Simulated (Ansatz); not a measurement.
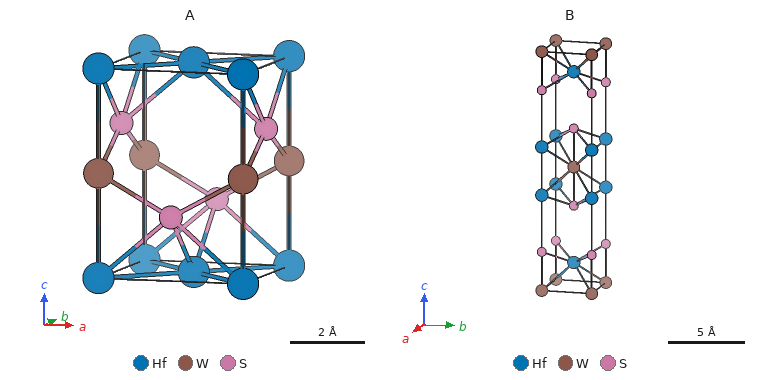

Two structures of Hf2WS2, each relaxed to rest (conventional cells in solid outline, small ones repeated, not to one scale). Method: DFT PBE, scalar-relativistic, plane waves, PAW in Ansatz, without spin polarisation.

Which structures are these?

Answer. A: 5 atoms a cell on a primitive tetragonal lattice, P-4m2. B: 10 atoms a cell on a body-centred tetragonal lattice, I4/mmm.

Which is the more stable form at this level of theory?

Answer. B is lower, by 880 meV/atom at this level of theory (energies at zero smearing). Volumes: A 19.8, B 19.0 Å³/atom.

One or both may be structure types tried for this composition rather than known phases.
